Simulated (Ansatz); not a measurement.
**C4H9GaS: density, localisation and related maps**

```
atom    x (Å)    y (Å)    z (Å)
   C   0.3166  -1.9522   0.8523
   C   0.6600  -0.8882   0.1366
  Ga   1.6872   0.7853   0.5261
   C   0.0585  -0.5879  -1.2035
   S  -0.2157   1.2183  -1.2090
   C  -1.5758   1.3330  -0.0383
   H   0.7370  -2.1412   1.8350
   H  -0.3938  -2.6939   0.4860
   H   1.3458   1.6380   1.8030
   H   2.9972   1.0413  -0.3057
   H   0.7790  -0.7442  -2.0127
   H  -0.8648  -1.1205  -1.4538
   H  -1.3604   0.7337   0.8474
   H  -1.6708   2.3805   0.2459
   H  -2.5000   0.9980  -0.5093
```

Geometry: PBE0-D4/def2-TZVP.

Theory: Ansatz 0.2.0, RKS PBE0-D4/def2-TZVPP.

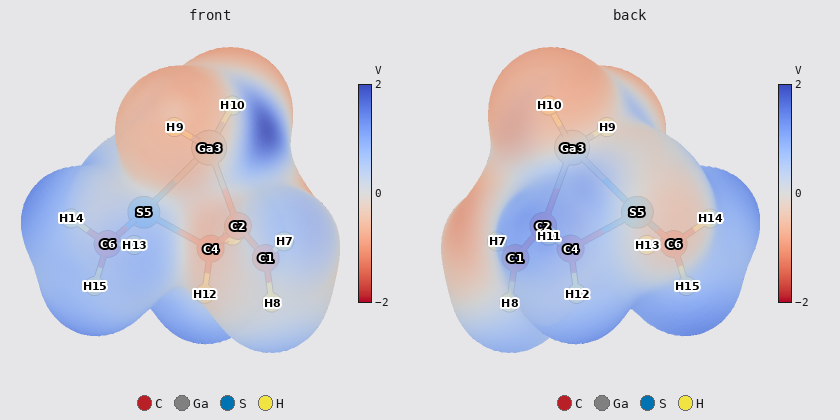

Figure 1. The molecular electrostatic potential painted on the density surface at 0.002 e/bohr³, seen from the front and from behind; the colour scale runs from red (negative) to blue (positive).

Where is the surface potential most negative and most positive?

The most negative region (about −0.8 V) lies over C1, C2 and H10, the most positive (about +1.6 V) over Ga3.

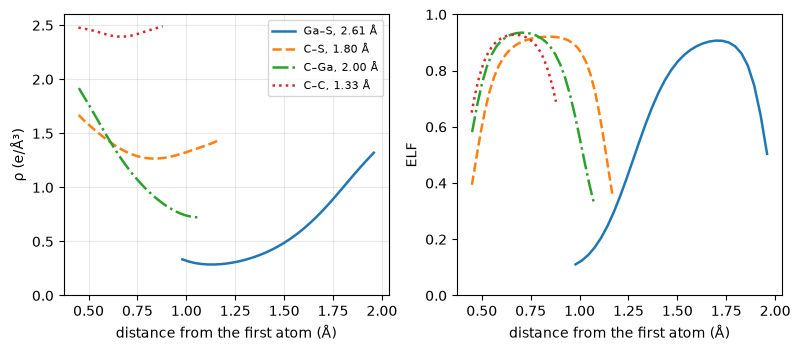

Figure 2. Total electron density and ELF along straight lines between neighbouring atoms. The curves leave out the atomic cores.

Compare the contacts.

Ga–S (2.61 Å): ρ is about 0.33 e/Å³ halfway, with its minimum of 0.29 e/Å³ about 1.1 Å from Ga; the ELF peaks at about 0.90 in the valence shell of S, 0.9 Å from its nucleus, and is about 0.55 at the midpoint.
C–S (1.80 Å): the density is about 1.3 e/Å³ at the midpoint; the ELF peaks at about 0.90 between the atoms; a shared electron pair.
C–Ga (2.00 Å): ρ is about 0.74 e/Å³ halfway; the ELF peaks at about 0.95 in the valence shell of C, 0.7 Å from its nucleus, and is about 0.55 at the midpoint.
C–C (1.33 Å): ρ at the midpoint is about 2.4 e/Å³; the ELF peaks at about 0.95 between the atoms (a multiple bond).

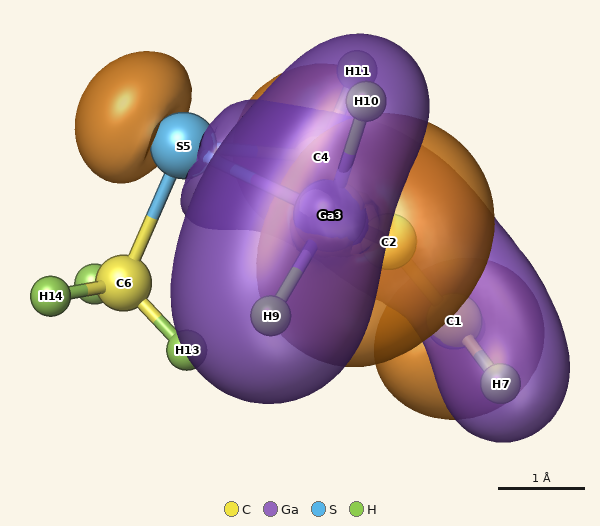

Figure 3. The HOMO−1 at ±0.06 Å⁻³ᐟ² (orange and purple are the two phases), seen from one side.

Where does this orbital lie, and at what energy?

By Hirshfeld shares it lies mainly on C2 (about 35 %), Ga3 (about 25 %), C1 (about 10 %), H9 (about 10 %) and C4 (about 5 %). Its energy is −7.42 eV.
